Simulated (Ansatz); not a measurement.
**CH4Cl2Ga: geometry relaxation**

- system: CH4Cl2Ga, multiplicity 2
- method: UKS PBE0-D4/def2-SVP (Ansatz 0.2.0)

The input holds or restrains some coordinates. Forces given for the steps count only the free coordinates. It belongs to a series of runs on one base structure; here: pulled along the bonds that form and break, towards end B. Figures and captions count atoms from 1; the log counts them from 0 in places.

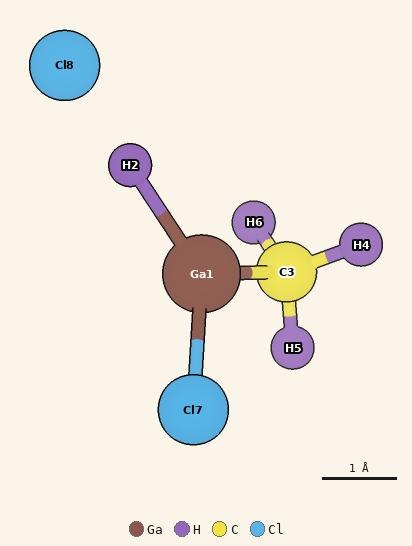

The input geometry (ball-and-stick view, seen at a tilt; atoms are numbered from 1 in the order of the input). Sticks mark near contacts. Bond lengths as drawn: Cl–Ga 2.24 Å, C–Ga 1.98 Å, C–H 1.11 Å and Ga–H 1.82 Å.

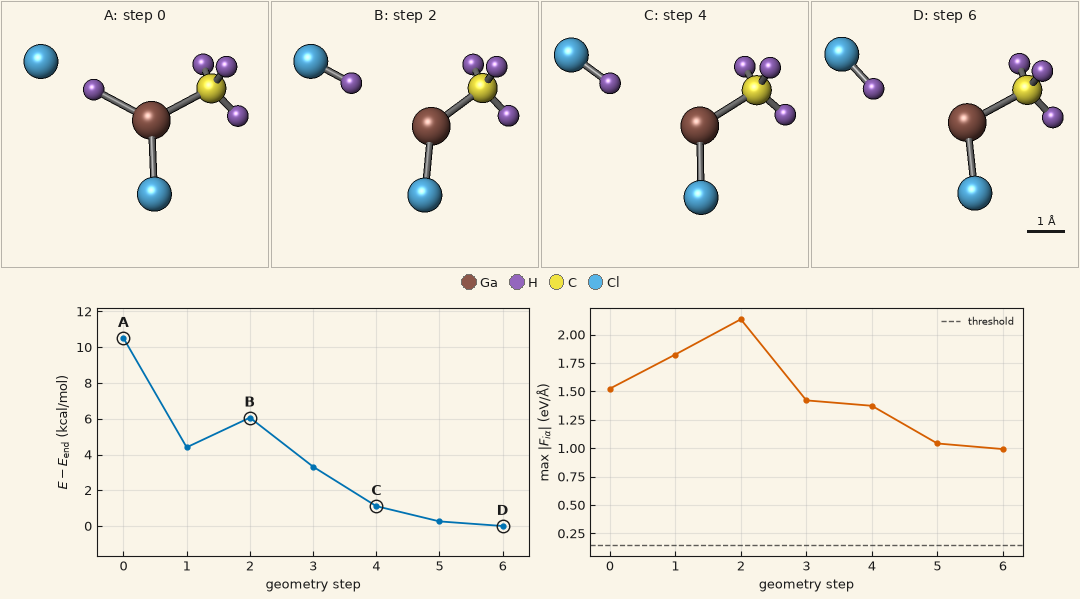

Frames of the restrained relaxation (ball-and-stick view, seen at a tilt) above the curves, on which the letters mark them (the first geometry is step 0 here and step 1 in the log).

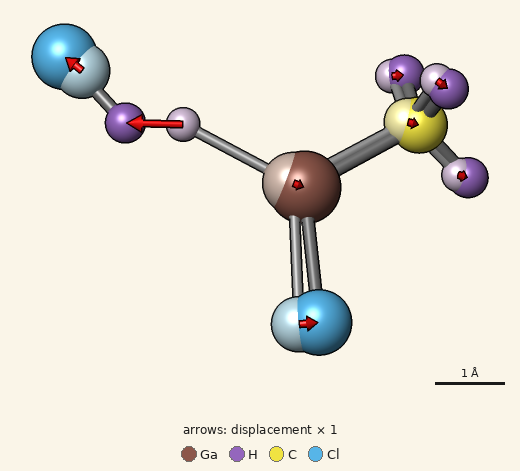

Start (faint) and end (solid) with the displacements as red arrows, at true length (ball-and-stick view, seen at a tilt). The two geometries are laid on each other by the best rigid fit. The atom that moves furthest after the best rigid fit is H2 (0.84 Å). Largest moves by element: H 0.84 Å, Cl 0.33 Å, Ga 0.18 Å, C 0.17 Å. Among the contacts that change: Ga1–H2 1.820 → 2.767 Å, H2–Cl8 1.670 → 1.335 Å, Ga1–Cl7 2.240 → 2.184 Å, Ga1–C3 1.980 → 1.993 Å. Among the angles that change: C3–Ga1–Cl7 120.0° → 117.3°, Ga1–C3–H4 109.5° → 107.1°. Over 6 geometry steps the energy falls by 10.5 kcal/mol. The largest force component goes from 1.5 to 0.99 eV/Å. (Atoms are counted from 1 in the order of the input.)

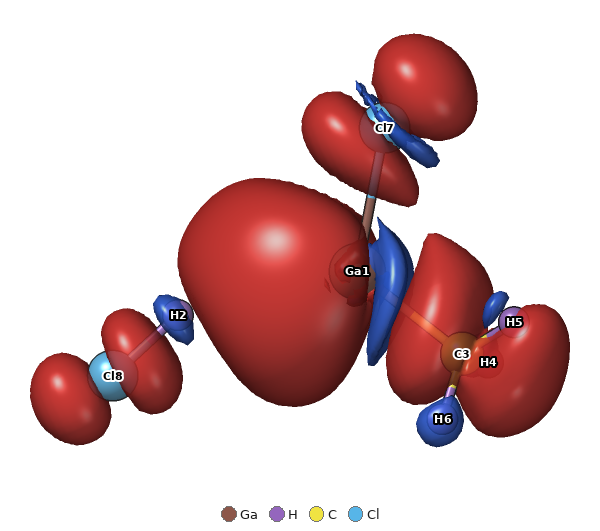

Isosurfaces of the spin density (α minus β) at +0.004 (red) and −0.004 e/Å³ (blue), seen face on. The unpaired spin (1 electron) lies mostly on Ga1 (about 0.6), C3 (about 0.2) and Cl7 (about 0.1), in electrons by Hirshfeld's partition.

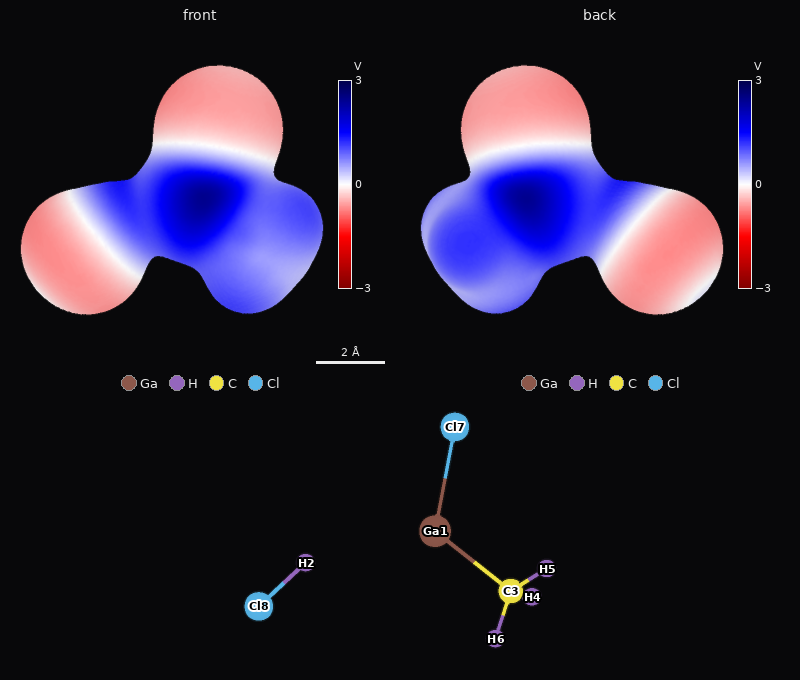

The electrostatic potential painted on the density surface at 0.002 e/bohr³, seen face on and from behind; red is negative and blue positive. The bare structure is drawn below in the same view. A positive charge is drawn to the negative regions and a negative charge to the positive ones.

The input that produced these results follows, with the program's output.

Input
```yaml
crystal:
  periodic: [false, false, false]
  atoms:
    - { symbol: Ga, position_ang: [0.0, 0.0, 0.0] }
    - { symbol: H, position_ang: [0.0, 0.0, 1.82] }
    - { symbol: C, position_ang: [1.7147, 0.0, -0.99] }
    - { symbol: H, position_ang: [2.0443, -1.0462, -1.1602] }
    - { symbol: H, position_ang: [1.5782, 0.508, -1.9674] }
    - { symbol: H, position_ang: [2.4842, 0.5381, -0.3982] }
    - { symbol: Cl, position_ang: [-1.9398, 0.0, -1.12] }
    - { symbol: Cl, position_ang: [0.0, 0.0, 3.49] }
magnetization:
  spin_polarized: true
  initial_magnetization: 1
basis:
  gaussian: { orbitals: def2-SVP }
hamiltonian:
  xc: pbe0
  dispersion: d4
relax:
  f_tol: 0.15
  max_steps: 25
  restrain:
    - { distance: [1, 7], at: 1.37, k: 30.0 }
    - { distance: [0, 1], at: 2.77, k: 30.0 }
output:
  orbitals: {}
```

Run as:
```bash
ansatz run input.yaml --threads 4 --pin off --max-ram 5120MiB --backend cpu --events-out ev --progress --plain --runs-dir out
```

Log
```
The last accepted step is kept in [file] (removed where the run ends without a failure and the disk answers)
Engine: ansatz 0.2.0, aarch64-unknown-linux-gnu
Functional definition: PBE0
  parameter a = 0.25
  parameter kappa = 0.804
  parameter beta = 0.06672455060314922
  exchange = (1 - a)*pbe_x(kappa = kappa, mu = beta*pi^2/3) + a*exact_x
  correlation = pbe_c(beta = beta)
1056 factors; integrals over basis functions are off by at most 4.0e-4 eV
mean field evaluation 1: about -78488.8502 eV, gradient 3.3e1 eV
mean field evaluation 2: about -78484.6932 eV, gradient 4.3e1 eV
mean field evaluation 4: about -78494.0819 eV, gradient 1.3e0 eV
mean field evaluation 8: about -78494.0983 eV, gradient 8.1e-2 eV
mean field evaluation 16: about -78494.0984 eV, gradient 7.7e-5 eV
mean field -78494.09835669 eV, -2884.6049093975 hartree, gradient 3.9e-5 eV, S^2 0.757162; 0 other end points of the search recorded, 0 dependent functions left out
the calculation of the forces begins
reference -78494.09838515 eV, -2884.6049104436 hartree; 38, 37 occupied and 64, 65 virtual orbitals, 1056 factors
relax step   1: F+E_penalty+E_count = -78494.23416280 eV  Δ(F+E_penalty+E_count) = +0.000e0 eV  max|allowed force component| = 1.524e0 eV/Å  E_restraint = 14.88750000 eV  max|allowed force component, restraints' pulls added| = 3.854e1 eV/Å  Δτ_max = 0.0000 Å  (32 SCF iters, accepted)
  distance H 1 - Cl 7 = 1.6700 Å
  distance Ga 0 - H 1 = 1.8200 Å
these checks for a lower state are left out or cut short: starts, cluster_reference, orbital_swaps, neighbouring_geometries, increment
1056 factors; integrals over basis functions are off by at most 8.3e-4 eV
mean field -78494.36433366 eV, -2884.6146838710 hartree, gradient 8.5e-5 eV, S^2 0.753680; 0 other end points of the search recorded, 0 dependent functions left out
the calculation of the forces begins
reference -78494.36436254 eV, -2884.6146849321 hartree; 38, 37 occupied and 64, 65 virtual orbitals, 1056 factors
relax step   2: F+E_penalty+E_count = -78494.49918839 eV  Δ(F+E_penalty+E_count) = -2.650e-1 eV  max|allowed force component| = 1.825e0 eV/Å  E_restraint = 5.36581237 eV  max|allowed force component, restraints' pulls added| = 2.192e1 eV/Å  Δτ_max = 0.1949 Å  (32 SCF iters, accepted)
  distance H 1 - Cl 7 = 1.4550 Å
  distance Ga 0 - H 1 = 2.1780 Å
these checks for a lower state are left out or cut short: starts, cluster_reference, orbital_swaps, neighbouring_geometries, increment
1058 factors; integrals over basis functions are off by at most 3.9e-4 eV
mean field -78494.29599093 eV, -2884.6121723220 hartree, gradient 2.7e-5 eV, S^2 0.752650; 0 other end points of the search recorded, 0 dependent functions left out
the calculation of the forces begins
reference -78494.29602048 eV, -2884.6121734079 hartree; 38, 37 occupied and 64, 65 virtual orbitals, 1058 factors
relax step   3: F+E_penalty+E_count = -78494.42721929 eV  Δ(F+E_penalty+E_count) = +7.197e-2 eV  max|allowed force component| = 2.135e0 eV/Å  E_restraint = 0.94553768 eV  max|allowed force component, restraints' pulls added| = 4.961e0 eV/Å  Δτ_max = 0.1946 Å  (32 SCF iters, accepted)
  distance H 1 - Cl 7 = 1.2858 Å
  distance Ga 0 - H 1 = 2.5335 Å
these checks for a lower state are left out or cut short: starts, cluster_reference, orbital_swaps, neighbouring_geometries, increment
1056 factors; integrals over basis functions are off by at most 1.3e-3 eV
mean field evaluation 32: about -78494.3622 eV, gradient 4.2e0 eV
mean field -78494.42145783 eV, -2884.6167831454 hartree, gradient 9.8e-6 eV, S^2 0.752834; 0 other end points of the search recorded, 0 dependent functions left out
the calculation of the forces begins
reference -78494.42148770 eV, -2884.6167842432 hartree; 38, 37 occupied and 64, 65 virtual orbitals, 1056 factors
relax step   4: F+E_penalty+E_count = -78494.54615004 eV  Δ(F+E_penalty+E_count) = -1.189e-1 eV  max|allowed force component| = 1.421e0 eV/Å  E_restraint = 0.05205918 eV  max|allowed force component, restraints' pulls added| = 7.296e-1 eV/Å  Δτ_max = 0.1947 Å  (32 SCF iters, accepted)
  distance H 1 - Cl 7 = 1.3298 Å
  distance Ga 0 - H 1 = 2.7269 Å
these checks for a lower state are left out or cut short: starts, cluster_reference, orbital_swaps, neighbouring_geometries, increment
1056 factors; integrals over basis functions are off by at most 1.2e-3 eV
mean field -78494.51876025 eV, -2884.6203589435 hartree, gradient 8.7e-6 eV, S^2 0.753163; 0 other end points of the search recorded, 0 dependent functions left out
the calculation of the forces begins
reference -78494.51879027 eV, -2884.6203600467 hartree; 38, 37 occupied and 64, 65 virtual orbitals, 1056 factors
relax step   5: F+E_penalty+E_count = -78494.64188161 eV  Δ(F+E_penalty+E_count) = -9.573e-2 eV  max|allowed force component| = 1.374e0 eV/Å  E_restraint = 0.00559430 eV  max|allowed force component, restraints' pulls added| = 8.223e-1 eV/Å  Δτ_max = 0.1916 Å  (33 SCF iters, accepted)
  distance H 1 - Cl 7 = 1.3513 Å
  distance Ga 0 - H 1 = 2.7654 Å
these checks for a lower state are left out or cut short: starts, cluster_reference, orbital_swaps, neighbouring_geometries, increment
1056 factors; integrals over basis functions are off by at most 1.3e-3 eV
mean field -78494.55422281 eV, -2884.6216621683 hartree, gradient 2.1e-5 eV, S^2 0.753492; 0 other end points of the search recorded, 0 dependent functions left out
the calculation of the forces begins
reference -78494.55425291 eV, -2884.6216632745 hartree; 38, 37 occupied and 64, 65 virtual orbitals, 1056 factors
relax step   6: F+E_penalty+E_count = -78494.67889431 eV  Δ(F+E_penalty+E_count) = -3.701e-2 eV  max|allowed force component| = 1.042e0 eV/Å  E_restraint = 0.01649614 eV  max|allowed force component, restraints' pulls added| = 3.272e-1 eV/Å  Δτ_max = 0.2000 Å  (32 SCF iters, accepted)
  distance H 1 - Cl 7 = 1.3368 Å
  distance Ga 0 - H 1 = 2.7692 Å
these checks for a lower state are left out or cut short: starts, cluster_reference, orbital_swaps, neighbouring_geometries, increment
1056 factors; integrals over basis functions are off by at most 1.3e-3 eV
mean field -78494.56444663 eV, -2884.6220378868 hartree, gradient 2.5e-5 eV, S^2 0.753533; 0 other end points of the search recorded, 0 dependent functions left out
the calculation of the forces begins
reference -78494.56447678 eV, -2884.6220389948 hartree; 38, 37 occupied and 64, 65 virtual orbitals, 1056 factors
relax step   7: F+E_penalty+E_count = -78494.69007370 eV  Δ(F+E_penalty+E_count) = -1.118e-2 eV  max|allowed force component| = 9.925e-1 eV/Å  E_restraint = 0.01890661 eV  max|allowed force component, restraints' pulls added| = 7.013e-2 eV/Å  Δτ_max = 0.1031 Å  (32 SCF iters, accepted)
  distance H 1 - Cl 7 = 1.3347 Å
  distance Ga 0 - H 1 = 2.7666 Å
1056 factors; integrals over basis functions are off by at most 1.3e-3 eV
mean field evaluation 64: about -78494.4892 eV, gradient 3.4e0 eV
mean field -78494.56444663 eV, -2884.6220378868 hartree, gradient 2.5e-5 eV, S^2 0.753533; 1 other end points of the search recorded, 0 dependent functions left out
the calculation of the forces begins
reference -78494.56447678 eV, -2884.6220389948 hartree; 38, 37 occupied and 64, 65 virtual orbitals, 1056 factors
Total energy: -78494.69010386 eV, -2884.6266557048 hartree
Atom 0 at     0.030012     0.017119    -0.168363 Å, force    -0.045685     0.009819     0.030685 eV/Å
Atom 1 at    -0.380524     0.035088     2.567551 Å, force     0.381027    -0.024686     0.899800 eV/Å
Atom 2 at     1.759001     0.017747    -1.158930 Å, force    -0.053391    -0.031558    -0.005543 eV/Å
Atom 3 at     2.011343    -1.032731    -1.370243 Å, force    -0.002314    -0.016501    -0.014401 eV/Å
Atom 4 at     1.622626     0.562928    -2.105178 Å, force    -0.012187    -0.004281     0.029123 eV/Å
Atom 5 at     2.555380     0.468034    -0.555938 Å, force     0.054608     0.043515     0.032700 eV/Å
Atom 6 at    -1.803835    -0.070547    -1.351691 Å, force     0.036691    -0.001065     0.020121 eV/Å
Atom 7 at     0.087595     0.002261     3.816992 Å, force    -0.358751     0.024757    -0.992485 eV/Å
Dipole moment:     0.432518     0.018211    -0.280111 e Å
```

Trajectory as extended XYZ (Å, eV, eV/Å), 7 frames, from step=1 to step=7
```
8
Properties=species:S:1:pos:R:3:forces:R:3 step=1 energy=-78494.23416
Ga    0.0000    0.0000    0.0000   -0.6305  -0.0246  -0.2800
H     0.0000    0.0000    1.8200   -0.1850  -0.0022   1.0408
C     1.7147    0.0000   -0.9900    0.1966   0.1650  -0.1053
H     2.0443   -1.0462   -1.1602   -0.1273   0.2821   0.0860
H     1.5782    0.5080   -1.9674   -0.0243  -0.1903   0.2879
H     2.4842    0.5381   -0.3982   -0.2382  -0.2290  -0.1562
Cl   -1.9398    0.0000   -1.1200    0.9720  -0.0011   0.6510
Cl    0.0000    0.0000    3.4900    0.0368   0.0000  -1.5242
8
Properties=species:S:1:pos:R:3:forces:R:3 step=2 energy=-78494.49919
Ga   -0.0068   -0.0002   -0.1631   -0.5678  -0.0231   1.0728
H    -0.0022    0.0000    2.0149   -0.1178  -0.0006   1.6071
C     1.7249    0.0011   -0.9990    0.6127   0.1014  -0.5715
H     2.0440   -1.0450   -1.1601   -0.0169   0.1708  -0.0143
H     1.5795    0.5072   -1.9678    0.2293  -0.0924  -0.0461
H     2.4826    0.5369   -0.3984   -0.2264  -0.1510  -0.0749
Cl   -1.9409    0.0000   -1.1223    0.0436  -0.0050  -0.1484
Cl    0.0004    0.0000    3.4700    0.0432  -0.0001  -1.8248
8
Properties=species:S:1:pos:R:3:forces:R:3 step=3 energy=-78494.42722
Ga   -0.0201   -0.0009   -0.3238   -0.2599  -0.0165   2.1350
H    -0.0014    0.0001    2.2096   -0.0875  -0.0001  -0.7837
C     1.7418    0.0023   -1.0198    0.7308   0.0352  -0.7964
H     2.0477   -1.0444   -1.1642    0.1073   0.0351  -0.1319
H     1.5938    0.5077   -1.9797    0.5033   0.0152  -0.4014
H     2.4778    0.5353   -0.3985   -0.2146  -0.0590   0.0047
Cl   -1.9595   -0.0003   -1.1446   -0.8229  -0.0098  -0.7806
Cl    0.0015    0.0000    3.4954    0.0435  -0.0001   0.7542
8
Properties=species:S:1:pos:R:3:forces:R:3 step=4 energy=-78494.54615
Ga   -0.0451   -0.0016   -0.3664   -0.3269  -0.0169   1.4211
H    -0.0178    0.0005    2.3604   -0.0555  -0.0032   0.6440
C     1.7477    0.0056   -1.0839    0.3475   0.0904  -0.5505
H     2.0659   -1.0402   -1.2041    0.0605  -0.0064  -0.1018
H     1.6771    0.5098   -2.0575    0.3181  -0.0363  -0.1507
H     2.4468    0.5288   -0.4134   -0.1465  -0.0264  -0.0441
Cl   -2.0001   -0.0029   -1.2510   -0.2159  -0.0024  -0.4494
Cl    0.0072    0.0000    3.6900    0.0187   0.0014  -0.7686
8
Properties=species:S:1:pos:R:3:forces:R:3 step=5 energy=-78494.64188
Ga   -0.0305   -0.0014   -0.2811   -0.1509  -0.0107   0.3833
H    -0.1667   -0.0046    2.4809    0.1892   0.0034   1.2386
C     1.7437    0.0093   -1.1488    0.1156   0.0530  -0.0986
H     2.0718   -1.0348   -1.2648   -0.0072  -0.0198  -0.0192
H     1.7157    0.5062   -2.1302   -0.0426  -0.0203   0.0173
H     2.4403    0.5273   -0.4747    0.0398  -0.0023  -0.0412
Cl   -1.9388   -0.0038   -1.3223    0.0522   0.0019  -0.1067
Cl    0.0462    0.0017    3.8153   -0.1961  -0.0051  -1.3735
8
Properties=species:S:1:pos:R:3:forces:R:3 step=6 energy=-78494.67889
Ga    0.0307    0.0185   -0.2012    0.0507  -0.0046   0.1724
H    -0.3573   -0.0137    2.5405    0.3501   0.0284   0.9414
C     1.7771    0.0154   -1.1694   -0.3272  -0.0618  -0.1561
H     2.0519   -1.0367   -1.3381    0.0508  -0.0155   0.0378
H     1.6571    0.5197   -2.1411    0.0070   0.0192   0.0671
H     2.5295    0.5106   -0.5515    0.1812   0.0592   0.0590
Cl   -1.8616   -0.0287   -1.2772    0.0129  -0.0006  -0.0797
Cl    0.0542    0.0148    3.8121   -0.3255  -0.0243  -1.0419
8
Properties=species:S:1:pos:R:3:forces:R:3 step=7 energy=-78494.69007
Ga    0.0300    0.0171   -0.1684   -0.0457   0.0098   0.0307
H    -0.3805    0.0351    2.5676    0.3810  -0.0247   0.8998
C     1.7590    0.0177   -1.1589   -0.0534  -0.0316  -0.0055
H     2.0113   -1.0327   -1.3702   -0.0023  -0.0165  -0.0144
H     1.6226    0.5629   -2.1052   -0.0122  -0.0043   0.0291
H     2.5554    0.4680   -0.5559    0.0546   0.0435   0.0327
Cl   -1.8038   -0.0705   -1.3517    0.0367  -0.0011   0.0201
Cl    0.0876    0.0023    3.8170   -0.3588   0.0248  -0.9925
```

Summary

```csv
quantity,value
outcome,converged under the restraints of the input
total energy,−78494.6901 eV
mean-field energy,−78494.5645 eV
⟨S²⟩,0.754
"largest force (length of the vector) at the end, held atoms and coordinates included",1.056 eV/Å
hardware,"4 threads of Arm Neoverse V1, 24 GiB of memory available, shared host"
wall time,20 s (CPU time 74 s)
peak memory,0.35 GiB
```
